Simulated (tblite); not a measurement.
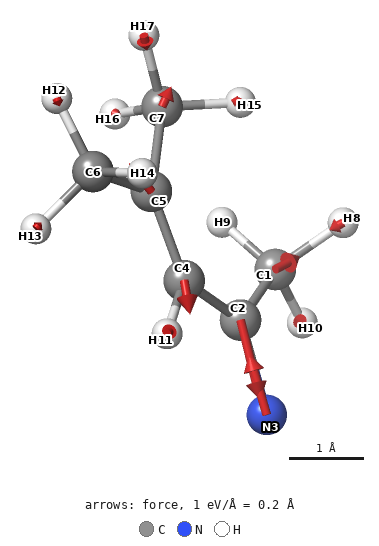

Starting geometry of C6H10N (multiplicity 2) with the computed forces as red arrows. Style: ball-and-stick. Shown from a free direction.

All numbers below come from GFN2-xTB geometry optimisation, gas phase (tblite). 

What follows when this structure is relaxed?

Answer. It isn't relaxed: the largest force vector, on C2, is 5.65 eV/Å. The final displacements have little in common with the starting forces (cosine between the two patterns 0.21). After 272 geometry steps the energy has fallen by 89.3 kJ/mol. N3 moves most after the best rigid fit: 3.50 Å. By element the largest moves are N 3.50 Å, H 3.05 Å, C 1.14 Å. Near-neighbour distances that change, for instance: C2–N3 1.334 → 1.237 Å, C1–C2 1.463 → 1.520 Å, C1–H8 1.133 → 1.088 Å, C2–C4 1.434 → 1.474 Å. Bond angles that change, for instance: C1–C2–C4 128.5° → 113.0°, N3–C2–C4 116.6° → 125.6°, C2–C1–H9 116.5° → 109.2°. Groups turn about C5–C6 by about 50°, C5–C7 by about 45°.
